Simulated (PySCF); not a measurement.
# CH9NSi2: a tour of settings

Aim: see how CH9NSi2 (`C[SiH2]N[SiH3]`) answers to the choice of functional, basis, grid and SCF options.

Programs: PySCF 2.14.0, with density-fitted response routines of our own. Each step states its level of theory. These are calculated values for one molecule, in the gas phase or a continuum, unless marked as measured. Atoms count from 0, in the outputs and in this text.

1 further run of the same task is left out (it didn't finish).

### Step 1. The starting structure

13 atoms, charge 0, multiplicity 1; geometry from: GFN2-xTB.

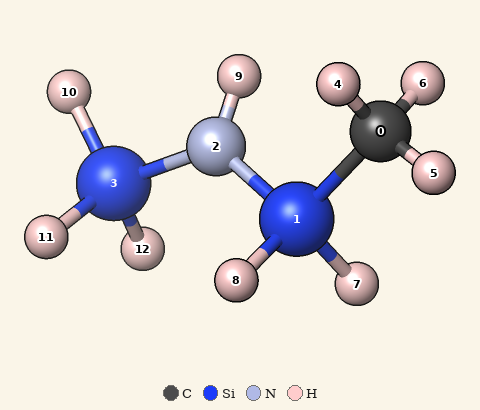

As it starts; carbon dark grey, silicon blue, nitrogen light blue, hydrogen pink, atoms numbered; sticks join atoms by distance.

### Step 2. Nuclear shieldings: PBE0/pcSseg-1

What the job is given:

```
{"job": {"kind": "nmr", "xc": "PBE0", "basis": "pcSseg-1", "pop": true}, "charge": 0, "multiplicity": 1}
C     -2.257328     0.147203     0.270632
Si    -0.616420    -0.738755    -0.065341
N      0.642512     0.439711     0.097726
Si     2.323541     0.278535    -0.280055
H     -2.432553     0.947065    -0.442746
H     -3.086868    -0.547940     0.194886
H     -2.285198     0.580850     1.266307
H     -0.436913    -1.841142     0.892771
H     -0.558999    -1.264317    -1.432172
H      0.396820     1.256333     0.632642
H      2.909125     1.597789    -0.038974
H      2.434918    -0.121709    -1.681931
H      2.962975    -0.733136     0.568527
```

With the program's defaults for keys left out, this is: GIAO PBE0/pcSseg-1 NMR shielding, non-relativistic, gas phase.

Command:

```console
$ OMP_NUM_THREADS=1 python probes_run.py task.json out
```

The driver reads the jobs from task.json and runs them one after another.

The log of the run:

```text
coarse grid: 10976 points
cycle   1  E = -676.8230317463  dE =  2.685e-02  |g| = 5.123e-01  |ddm| = 3.076e+00
cycle   2  E = -676.7732110438  dE =  4.982e-02  |g| = 6.896e-01  |ddm| = 1.025e+00
cycle   3  E = -676.8801060386  dE = -1.069e-01  |g| = 6.998e-02  |ddm| = 6.772e-01
cycle   4  E = -676.8811021027  dE = -9.961e-04  |g| = 2.512e-02  |ddm| = 7.893e-02
cycle   5  E = -676.8812550482  dE = -1.529e-04  |g| = 4.392e-03  |ddm| = 2.249e-02
cycle   6  E = -676.8812598024  dE = -4.754e-06  |g| = 4.860e-04  |ddm| = 5.087e-03
final grid: 94400 points
cycle   7  E = -676.9005904637  dE = -1.227e-05  |g| = 6.377e-03  |ddm| = 1.352e-02
cycle   8  E = -676.9005833310  dE =  7.133e-06  |g| = 8.516e-03  |ddm| = 1.181e-02
cycle   9  E = -676.9005996566  dE = -1.633e-05  |g| = 7.033e-04  |ddm| = 7.053e-03
cycle  10  E = -676.9005997576  dE = -1.010e-07  |g| = 1.797e-04  |ddm| = 6.827e-04
cycle  11  E = -676.9005997650  dE = -7.359e-09  |g| = 2.211e-05  |ddm| = 1.456e-04
cycle  12  E = -676.9005997650  dE = -9.481e-11  |g| = 5.096e-06  |ddm| = 2.855e-05
converged SCF energy = -676.9005997650

GIAO shielding tensors (ppm)
atom      isotropic    diamagn.    paramagn.     s11        s22        s33       span
  0 C      190.449     253.749     -63.300    180.963    191.956    198.429     17.466
  1 Si     380.912     880.789    -499.877    347.552    363.099    432.084     84.532
  2 N      269.945     325.837     -55.892    242.566    273.707    293.561     50.995
  3 Si     406.194     879.467    -473.273    358.982    389.899    469.699    110.717
  4 H       31.342      31.183       0.158     27.177     28.873     37.975     10.797
  5 H       31.663      29.157       2.506     27.358     27.975     39.657     12.299
  6 H       31.459      31.229       0.230     27.282     29.263     37.832     10.550
  7 H       26.751      30.099      -3.348     23.051     25.228     31.974      8.923
  8 H       26.873      30.424      -3.550     23.520     25.488     31.612      8.092
  9 H       32.404      34.790      -2.385     22.737     30.952     43.524     20.787
 10 H       26.998      28.803      -1.805     23.539     25.300     32.155      8.616
 11 H       26.959      29.187      -2.228     23.351     25.516     32.010      8.659
 12 H       26.921      28.840      -1.919     23.137     25.165     32.460      9.323
```

Wall time 26 s (1 thread, shared host).

The references, computed at this level on geometries of the same kind, shield at (ppm): 1H TMS 31.72, 13C TMS 186.9, 29Si TMS 349.2, 15N NH3 267.7. Their shielding less the atom's gives the shift. The references are single molecules in the gas phase, so shifts against H2O, NH3, PH3, H3PO4 or CFCl3 are not on the usual liquid scales and can be off by tens of ppm. Atoms listed in one row are averaged.

| atoms | environment | σ (ppm) | δ (ppm) | δ scaled to CDCl3 |
| --- | --- | --- | --- | --- |
| C0 | methyl carbon bonded to Si | 190.4 | -3.5 | -5.4 |
| H7, H8 | hydrogen on a silicon bonded to C, N | 26.81 | 4.90 | – |
| H10, H11, H12 | hydrogen on a silicon bonded to N | 26.96 | 4.76 | – |
| H4, H5, H6 | hydrogen on a methyl carbon bonded to Si | 31.49 | 0.23 | 0.32 |
| H9 | hydrogen on a nitrogen bonded to 2 Si | 32.40 | -0.69 | – |
| Si1 | silicon bonded to C, N, 2 H | 380.9 | -31.8 | – |
| Si3 | silicon bonded to N, 3 H | 406.2 | -57.0 | – |
| N2 | nitrogen bonded to 2 Si, H | 269.9 | -2.2 | – |

The scaled column applies a straight-line fit of computed shieldings to shifts measured in CDCl3 (root-mean-square error 0.16 ppm for H, 1.9 ppm for C).

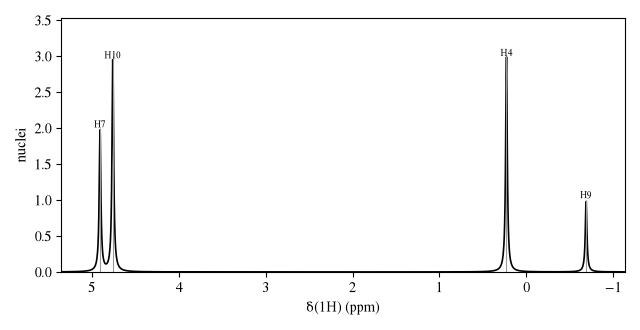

1H lines at the computed shifts, without couplings. Lines are broadened to a width of 0.02 ppm (Lorentzian).

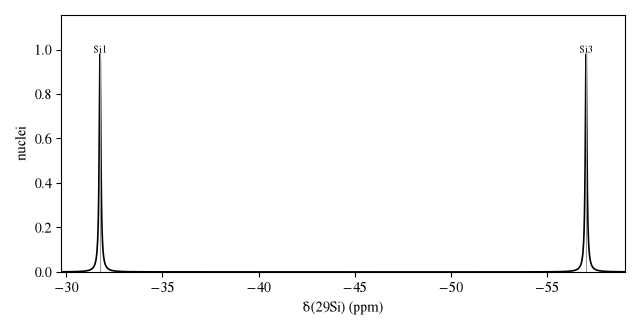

29Si lines at the computed shifts, without couplings. Lines are broadened to a width of 0.10 ppm (Lorentzian).

The run also stored atomic charges by several schemes (e):

| atoms | Mulliken | IAO | Hirshfeld | ESP fit |
| --- | --- | --- | --- | --- |
| C0 | -0.65 | -0.72 | -0.21 | -0.74 |
| Si1 | 0.78 | 0.91 | 0.38 | 0.80 |
| N2 | -0.84 | -0.95 | -0.33 | -0.81 |
| Si3 | 0.64 | 0.75 | 0.35 | 0.49 |

IAO charges:

C0 -0.72; Si1 0.91; N2 -0.95; Si3 0.75; H4 0.16; H5 0.16; H6 0.15; H7 -0.16; H8 -0.15; H9 0.27; H10 -0.13; H11 -0.14; H12 -0.15

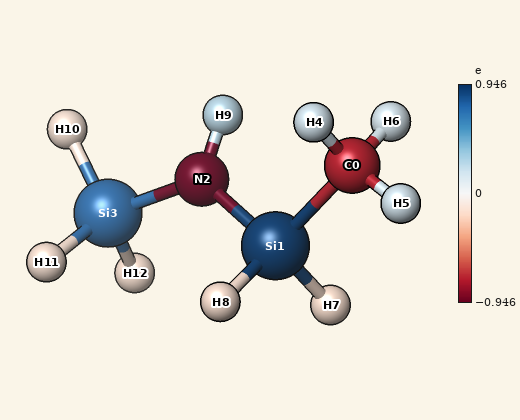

IAO charges, as colours on the atoms.

Mayer bond orders: C0–Si1 0.96, Si1–N2 0.95, N2–Si3 0.97.

### Step 3. Shielding tensors: B97-2/6-31G*

Settings changed since step 2:

```diff
@@ -1,2 +1,2 @@
-{"job": {"kind": "nmr", "xc": "PBE0", "basis": "pcSseg-1", "pop": true}, "charge": 0, "multiplicity": 1}
+{"job": {"kind": "nmr", "xc": "B97-2", "basis": "6-31G*", "pop": false, "grid": 1}, "charge": 0, "multiplicity": 1}
 C     -2.257328     0.147203     0.270632
```

With the program's defaults for keys left out, this is: GIAO B97-2/6-31G* NMR shielding, non-relativistic, gas phase.

The log of the run:

```text
final grid: 45376 points
cycle   1  E = -677.1818256707  dE =  1.948e-02  |g| = 5.222e-01  |ddm| = 2.963e+00
cycle   2  E = -677.1249993644  dE =  5.683e-02  |g| = 7.066e-01  |ddm| = 1.042e+00
cycle   3  E = -677.2437596410  dE = -1.188e-01  |g| = 7.234e-02  |ddm| = 6.791e-01
cycle   4  E = -677.2449213765  dE = -1.162e-03  |g| = 2.633e-02  |ddm| = 8.559e-02
cycle   5  E = -677.2451001634  dE = -1.788e-04  |g| = 3.736e-03  |ddm| = 2.529e-02
cycle   6  E = -677.2451045409  dE = -4.378e-06  |g| = 4.982e-04  |ddm| = 5.045e-03
cycle   7  E = -677.2451046138  dE = -7.290e-08  |g| = 8.097e-05  |ddm| = 6.701e-04
cycle   8  E = -677.2451046159  dE = -2.116e-09  |g| = 2.272e-05  |ddm| = 1.469e-04
cycle   9  E = -677.2451046161  dE = -1.660e-10  |g| = 2.909e-06  |ddm| = 3.344e-05
converged SCF energy = -677.2451046161

GIAO shielding tensors (ppm)
atom      isotropic    diamagn.    paramagn.     s11        s22        s33       span
  0 C      197.891     251.012     -53.120    189.951    199.106    204.617     14.667
  1 Si     433.027     882.083    -449.056    404.400    419.188    475.494     71.094
  2 N      271.694     321.769     -50.075    245.217    273.461    296.405     51.188
  3 Si     448.638     881.665    -433.027    409.806    434.933    501.174     91.367
  4 H       32.273      30.594       1.679     28.134     30.033     38.653     10.519
  5 H       32.554      29.326       3.228     28.293     29.093     40.275     11.983
  6 H       32.410      30.704       1.706     28.278     30.480     38.473     10.195
  7 H       27.372      30.921      -3.549     23.503     25.996     32.618      9.115
  8 H       27.432      31.291      -3.859     23.953     26.094     32.250      8.297
  9 H       33.703      32.599       1.103     24.100     32.274     44.734     20.634
 10 H       27.694      29.696      -2.002     24.236     25.974     32.871      8.636
 11 H       27.542      30.175      -2.633     23.939     26.016     32.670      8.731
 12 H       27.553      29.775      -2.222     23.702     25.880     33.076      9.374
```

Wall time 8.5 s (1 thread, shared host).

Key values: δ C0 -2.4, Si1 -17.4, Si3 -33.0, N2 -12.3, H7 5.13, H10 4.93 ppm (means over like atoms).

### Step 4. TDDFT and polarisability: wB97X/MINI

Settings changed since step 3:

```diff
@@ -1,2 +1,2 @@
-{"job": {"kind": "nmr", "xc": "B97-2", "basis": "6-31G*", "pop": false, "grid": 1}, "charge": 0, "multiplicity": 1}
+{"job": {"kind": "uv", "xc": "wB97X", "basis": "MINI", "nstates": 25, "ntriplets": 5, "tda": false}, "charge": 0, "multiplicity": 1}
 C     -2.257328     0.147203     0.270632
```

With the program's defaults for keys left out, this is: TDDFT wB97X/MINI, vertical, gas phase, core orbitals frozen in the response.

The log of the run:

```text
coarse grid: 10976 points
cycle   1  E = -673.1463772818  dE =  4.240e-02  |g| = 4.072e-01  |ddm| = 4.826e+00
cycle   2  E = -673.1647029484  dE = -1.833e-02  |g| = 3.669e-01  |ddm| = 1.310e+00
cycle   3  E = -673.2044989568  dE = -3.980e-02  |g| = 1.719e-02  |ddm| = 6.141e-01
cycle   4  E = -673.2046647921  dE = -1.658e-04  |g| = 6.898e-03  |ddm| = 5.117e-02
cycle   5  E = -673.2046846637  dE = -1.987e-05  |g| = 1.027e-03  |ddm| = 1.670e-02
cycle   6  E = -673.2046852045  dE = -5.408e-07  |g| = 1.361e-04  |ddm| = 2.781e-03
final grid: 94400 points
cycle   7  E = -673.2338505034  dE = -1.935e-05  |g| = 3.243e-03  |ddm| = 1.872e-02
cycle   8  E = -673.2338521081  dE = -1.605e-06  |g| = 2.455e-03  |ddm| = 9.644e-03
cycle   9  E = -673.2338539647  dE = -1.857e-06  |g| = 2.028e-04  |ddm| = 4.263e-03
cycle  10  E = -673.2338539794  dE = -1.470e-08  |g| = 7.077e-05  |ddm| = 4.845e-04
cycle  11  E = -673.2338539816  dE = -2.226e-09  |g| = 5.403e-06  |ddm| = 1.669e-04
cycle  12  E = -673.2338539816  dE = -2.763e-11  |g| = 1.090e-06  |ddm| = 2.383e-05
converged SCF energy = -673.2338539816

Static polarisability (au): isotropic 44.470, principal 37.032 42.103 54.275

Singlet excitations
state   eV       nm        f      main configurations
  1   7.7768    159.4   0.00060   H->L 0.95
  2   9.0104    137.6   0.01146   H->L+1 0.95
  3   9.7508    127.2   0.01967   H->L+2 0.76, H->L+7 0.09
  4  10.8280    114.5   0.07632   H->L+3 0.70, H->L+4 0.08
  5  11.1954    110.7   0.06681   H->L+4 0.80, H->L+3 0.10
  6  11.3903    108.9   0.01004   H-1->L 0.40, H->L+5 0.26, H-3->L 0.14
  7  11.4706    108.1   0.11990   H-3->L 0.58, H-2->L 0.12, H-1->L 0.12
  8  11.5702    107.2   0.02261   H->L+5 0.48, H-1->L 0.24
  9  11.7342    105.7   0.03876   H-2->L 0.66, H-3->L 0.13
 10  11.8147    104.9   0.00282   H->L+7 0.66, H-1->L+1 0.10
 11  12.1083    102.4   0.01365   H-4->L 0.45, H-1->L+1 0.14, H-5->L 0.14
 12  12.3334    100.5   0.01480   H->L+6 0.69
 13  12.4318     99.7   0.66247   H-5->L 0.49, H-4->L 0.17
 14  12.6205     98.2   0.01858   H-1->L+1 0.46, H-4->L 0.10, H->L+7 0.08
 15  12.9812     95.5   1.44682   H-2->L+1 0.56, H-5->L+1 0.18
 16  13.1084     94.6   0.18897   H-3->L+1 0.38, H-2->L+1 0.24, H-5->L+1 0.16
 17  13.2975     93.2   0.00921   H-4->L+1 0.24, H-3->L+3 0.12, H->L+8 0.11
 18  13.5413     91.6   0.01563   H->L+8 0.27, H->L+9 0.22, H->L+11 0.17
 19  13.7616     90.1   0.19284   H-3->L+1 0.24, H-3->L+4 0.17, H-5->L+1 0.16
 20  13.8730     89.4   0.01273   H-3->L+3 0.25, H-2->L+3 0.15, H-2->L+2 0.13
 21  13.9466     88.9   0.01685   H-7->L+1 0.20, H-2->L+2 0.19
 22  13.9923     88.6   0.02135   H-2->L+3 0.16, H-6->L+1 0.15, H-4->L+2 0.11
 23  14.0453     88.3   0.01402   H-6->L+1 0.30, H-1->L+2 0.10
 24  14.0718     88.1   0.02176   H-7->L+1 0.11, H-2->L+5 0.11
 25  14.1563     87.6   0.01311   H-3->L+4 0.14, H-7->L+1 0.10, H-1->L+2 0.09

Triplet excitations (Tamm-Dancoff, eV): 6.6700 8.8377 9.3304 9.8527 9.9668
```

Wall time 11 s (1 thread, shared host).

Frontier orbitals and where they lie:

| orbital | eV | atoms |
| --- | --- | --- |
| HOMO−3 | -13.69 | H10 27 %, Si3 26 %, N2 13 % |
| HOMO−2 | -13.53 | C0 42 %, Si1 20 %, N2 9 % |
| HOMO−1 | -13.49 | Si1 26 %, H8 23 %, H7 13 % |
| HOMO | -10.44 | N2 73 %, H7 8 %, H12 8 % |
| LUMO | 3.19 | Si3 40 %, N2 27 %, Si1 24 % |
| LUMO+1 | 4.13 | Si1 41 %, C0 26 %, Si3 19 % |
| LUMO+2 | 5.08 | Si1 31 %, Si3 27 %, H10 19 % |

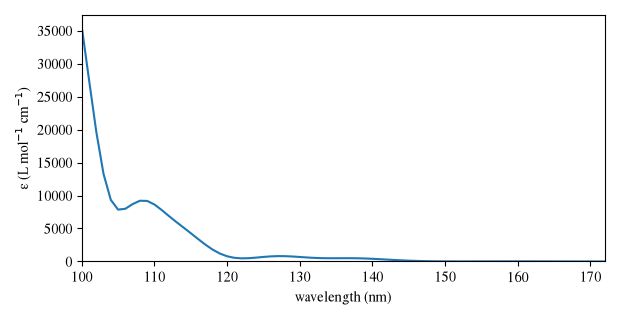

Absorption spectrum: each of the 25 states is a Gaussian band of 0.4 eV half-width at 1/e. Beyond the last state computed it falls off for lack of states.

Further results of this job:

| property | computed |
| --- | --- |
| dipole moment (D) | 1.88 |
| polarisability (Å³) | 6.59 |
| HOMO–LUMO gap (eV) | 13.64 |
| −ε(HOMO) (eV) | 10.44 |

### Step 5. NMR shieldings: HSE06/6-31G in chloroform

Settings changed since step 4:

```diff
@@ -1,2 +1,2 @@
-{"job": {"kind": "uv", "xc": "wB97X", "basis": "MINI", "nstates": 25, "ntriplets": 5, "tda": false}, "charge": 0, "multiplicity": 1}
+{"job": {"kind": "nmr", "xc": "HSE06", "basis": "6-31G", "solvent": "chloroform", "pop": false}, "charge": 0, "multiplicity": 1}
 C     -2.257328     0.147203     0.270632
```

Level: GIAO HSE06/6-31G NMR shielding, non-relativistic, IEF-PCM chloroform.

The log of the run:

```text
coarse grid: 10976 points
cycle   1  E = -676.8066223712  dE =  1.285e-01  |g| = 5.322e-01  |ddm| = 3.053e+00
cycle   2  E = -676.7249670925  dE =  8.166e-02  |g| = 7.780e-01  |ddm| = 1.254e+00
cycle   3  E = -676.8716786229  dE = -1.467e-01  |g| = 7.946e-02  |ddm| = 8.652e-01
cycle   4  E = -676.8731363918  dE = -1.458e-03  |g| = 2.544e-02  |ddm| = 1.018e-01
cycle   5  E = -676.8733095542  dE = -1.732e-04  |g| = 2.292e-03  |ddm| = 2.525e-02
cycle   6  E = -676.8733113815  dE = -1.827e-06  |g| = 4.075e-04  |ddm| = 4.656e-03
final grid: 94400 points
cycle   7  E = -676.8265021602  dE = -4.915e-06  |g| = 5.954e-03  |ddm| = 1.282e-02
cycle   8  E = -676.8264919382  dE =  1.022e-05  |g| = 8.980e-03  |ddm| = 1.351e-02
cycle   9  E = -676.8265103956  dE = -1.846e-05  |g| = 6.677e-04  |ddm| = 8.479e-03
cycle  10  E = -676.8265105098  dE = -1.142e-07  |g| = 5.464e-05  |ddm| = 6.773e-04
cycle  11  E = -676.8265105106  dE = -7.907e-10  |g| = 1.281e-05  |ddm| = 7.783e-05
converged SCF energy = -676.8265105106

GIAO shielding tensors (ppm)
atom      isotropic    diamagn.    paramagn.     s11        s22        s33       span
  0 C      204.124     251.931     -47.807    194.148    206.435    211.789     17.641
  1 Si     454.965     880.901    -425.937    417.571    439.950    507.373     89.801
  2 N      291.279     331.322     -40.043    261.704    285.783    326.349     64.645
  3 Si     474.547     880.718    -406.171    430.996    454.714    537.933    106.937
  4 H       32.513      30.459       2.053     27.615     30.061     39.862     12.247
  5 H       32.925      29.684       3.241     27.774     29.249     41.753     13.979
  6 H       32.599      30.561       2.038     27.718     30.434     39.645     11.927
  7 H       28.255      30.245      -1.990     23.631     26.629     34.505     10.874
  8 H       28.376      30.522      -2.146     24.047     26.932     34.147     10.100
  9 H       34.897      34.372       0.525     23.331     31.958     49.401     26.070
 10 H       28.513      29.455      -0.942     24.167     26.695     34.677     10.510
 11 H       28.418      29.392      -0.974     23.985     26.828     34.441     10.456
 12 H       28.381      29.096      -0.715     23.713     26.610     34.819     11.106
```

Run time: 18 s. Hardware: 1 thread, shared host.

Key values: σ C0 204.1, Si1 455.0, Si3 474.5, N2 291.3, H7 28.32, H10 28.44 ppm (means over like atoms).

### Step 6. Side by side: NMR shifts

Isotropic shieldings (ppm) of some atoms, chosen among heavy atoms and hydrogens apart, means over like atoms, with basis size and wall time:

| run | C0 | H7 | H10 | H9 | Si1 | Si3 | N2 | functions | time |
| --- | --- | --- | --- | --- | --- | --- | --- | --- | --- |
| PBE0/pcSseg-1 | 190.4 | 26.81 | 26.96 | 32.40 | 380.9 | 406.2 | 269.9 | 127 | 26 s |
| B97-2/6-31G* | 197.9 | 27.40 | 27.60 | 33.70 | 433.0 | 448.6 | 271.7 | 82 | 8.5 s |
| HSE06/6-31G in chloroform | 204.1 | 28.32 | 28.44 | 34.90 | 455.0 | 474.5 | 291.3 | 62 | 18 s |

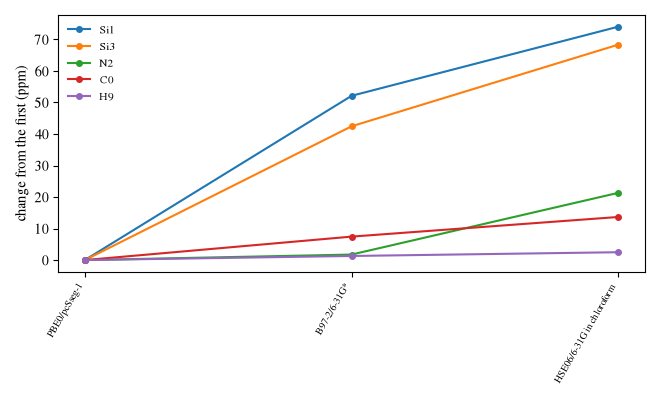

How five of the tabulated atoms move from run to run.

### Step 7. Outcome

```
                                                              quantity                                            value
                                13C shifts against TMS (PBE0/pcSseg-1)                                         -3.5 ppm
1H shifts against TMS (PBE0/pcSseg-1, means over atoms taken as alike)                      4.90, 4.76, 0.23, -0.69 ppm
                               29Si shifts against TMS (PBE0/pcSseg-1)                                 -31.8, -57.0 ppm
                                15N shifts against NH3 (PBE0/pcSseg-1)                                         -2.2 ppm
                                           lowest singlet (wB97X/MINI)                      7.78 eV (159 nm), f = 0.001
                              brightest single state of those computed                    state 15, 12.98 eV, f = 1.447
                                                        lowest triplet                                          6.67 eV
                                         range of the shielding of Si1                               380.9 to 455.0 ppm
                                         property runs in this session  4, of which 0 failed and 1 gave unsound results
```

Single values in the summary come from the first run of each kind that ended normally (PBE0/pcSseg-1; wB97X/MINI), which need not be the best level. A minimal basis gives no usable values, so read them as a test of settings alone. At PBE0/pcSseg-1: The largest span, 111 ppm, is at Si3, where the paramagnetic term is -473 ppm. The lowest singlet, at 7.78 eV, is HOMO→LUMO 0.95 and is dark; of the 25 states computed, the strongest absorption comes from state 15 at 12.98 eV. The lowest triplet lies 1.11 eV below the lowest singlet (triplets in Tamm-Dancoff, singlets in full TDDFT). States above −ε(HOMO) lie where TDDFT describes them poorly and they hang on the basis; the brightest is among them. The basis of wB97X/MINI has no diffuse functions, so Rydberg states are missing and the high states are unreliable. In ppm, Si1 moves most: its shielding spreads over 74.1 ppm, from 380.9 (PBE0/pcSseg-1) to 455.0 (HSE06/6-31G in chloroform).
